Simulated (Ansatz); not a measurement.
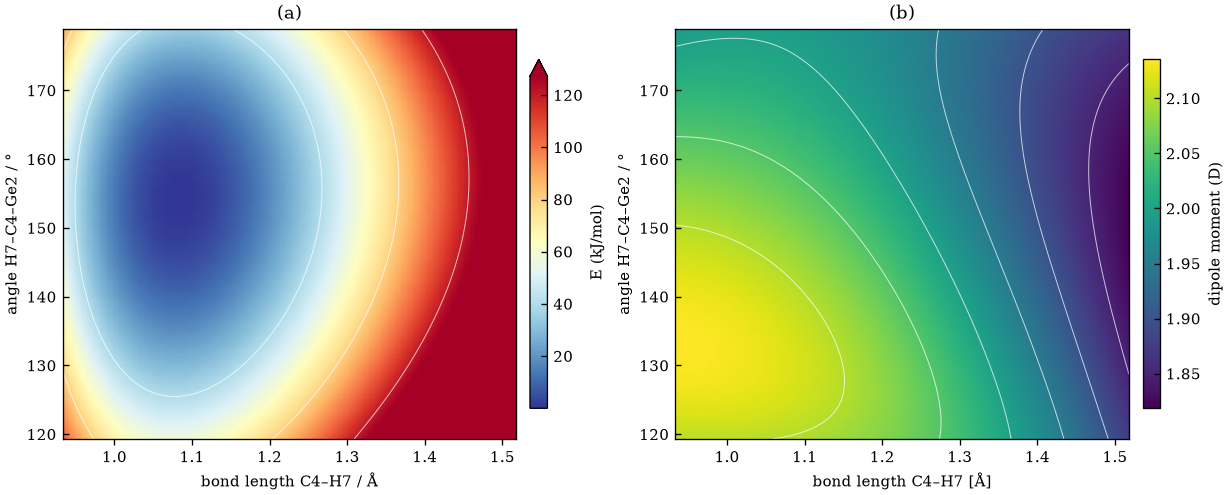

C2H3ClGe, SMILES [Cl][GeH]1[CH]=[CH]1. First axis: bond length C4–H7. Second axis: angle H7–C4–Ge2. Nothing is relaxed (all other coordinates rigid). The scan uses a 13 × 13 grid. Points are written as (first, second). Energies: kJ/mol, counted from the relaxed molecule at the same level. Method: RKS PBE0-D4/def2-TZVP (Ansatz 0.2.0).

Panel (a) is the energy; panel (b) is the computed dipole moment, in D.

Drawn: a smooth colour map with a few white contour lines, one colour for all values above the top of the scale. Between grid points the surface is interpolated.

How does the dipole moment vary over the map, and what is it at the lowest grid point?

Leaving out the highest fifth of the energies, it runs from 1.88 D at (1.420 Å, 164.1°) to 2.14 D at (0.933 Å, 134.3°). At the lowest grid point, (1.079 Å, 154.1°), it is 2.06 D.

```csv
"angle H7–C4–Ge2 ↓, bond length C4–H7 →",0.933,0.981,1.030,1.079,1.128,1.176,1.225,1.274,1.323,1.372,1.420,1.469,1.518
179.0,1.99,2.00,2.00,1.99,1.99,1.98,1.97,1.95,1.93,1.91,1.90,1.88,1.87
174.0,2.01,2.01,2.01,2.00,1.99,1.98,1.97,1.95,1.93,1.91,1.89,1.87,1.85
169.1,2.03,2.03,2.02,2.02,2.01,1.99,1.97,1.95,1.93,1.90,1.88,1.86,1.84
164.1,2.05,2.05,2.04,2.03,2.02,2.00,1.98,1.96,1.93,1.90,1.88,1.85,1.83
159.1,2.07,2.06,2.06,2.05,2.03,2.01,1.99,1.97,1.94,1.91,1.88,1.85,1.82
154.1,2.09,2.08,2.08,2.06,2.05,2.03,2.01,1.98,1.95,1.92,1.88,1.85,1.82
149.2,2.10,2.10,2.09,2.08,2.07,2.05,2.02,1.99,1.96,1.92,1.89,1.85,1.82
144.2,2.12,2.12,2.11,2.10,2.08,2.06,2.04,2.01,1.97,1.94,1.90,1.86,1.82
139.2,2.13,2.13,2.12,2.11,2.09,2.07,2.05,2.02,1.99,1.95,1.91,1.87,1.83
134.3,2.14,2.13,2.13,2.12,2.10,2.08,2.06,2.03,2.00,1.96,1.92,1.88,1.84
129.3,2.13,2.13,2.13,2.12,2.11,2.09,2.07,2.04,2.01,1.98,1.94,1.89,1.85
124.3,2.12,2.12,2.12,2.11,2.10,2.09,2.07,2.05,2.02,1.99,1.95,1.91,1.86
119.3,2.10,2.10,2.10,2.10,2.09,2.08,2.07,2.05,2.03,2.00,1.96,1.92,1.87
```
